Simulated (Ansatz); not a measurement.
The calculation's input:

```
crystal:
  periodic: [false, false, false]
  atoms:
    - { symbol: B, position_ang: [0.0, 0.0, 0.0] }
    - { symbol: Cl, position_ang: [0.0, 0.0, 1.86] }
    - { symbol: Cl, position_ang: [1.6108, 0.0, -0.93] }
    - { symbol: Cl, position_ang: [-1.6108, 0.0, -0.93] }
basis:
  gaussian: { orbitals: def2-SVP }
hamiltonian:
  xc: pbe0
  dispersion: d4
relax:
  f_tol: 0.02
  max_steps: 40
output:
  orbitals: {}
```

Run with:

```sh
ansatz run input.yaml --threads 1 --pin off --max-ram 2048MiB --backend cpu --events-out ev --progress --plain --runs-dir out
```

The fields are those of the relaxed geometry.

Computed with Ansatz 0.2.0, RKS PBE0-D4/def2-SVP.

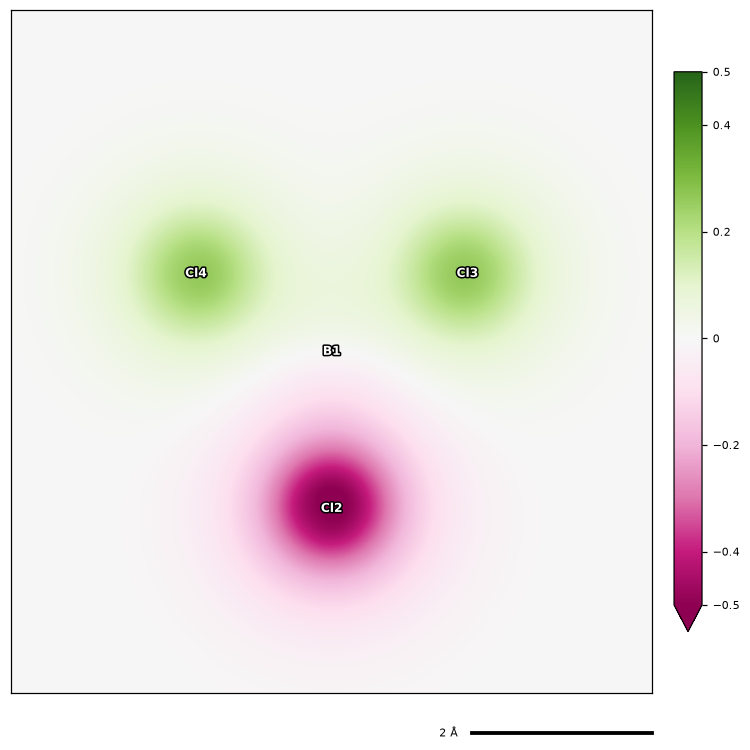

BCl3. The HOMO−1 on a plane 0.8 Å above the molecular plane (values in Å⁻³ᐟ²; the overall sign is arbitrary).

### What is the character of this orbital?

By Hirshfeld shares it lies mainly on Cl2 (about 65 %), Cl3 (about 15 %) and Cl4 (about 15 %); it changes sign across the molecular plane (π type). It is one of a degenerate set, so its orientation is arbitrary. Its energy is −9.72 eV.
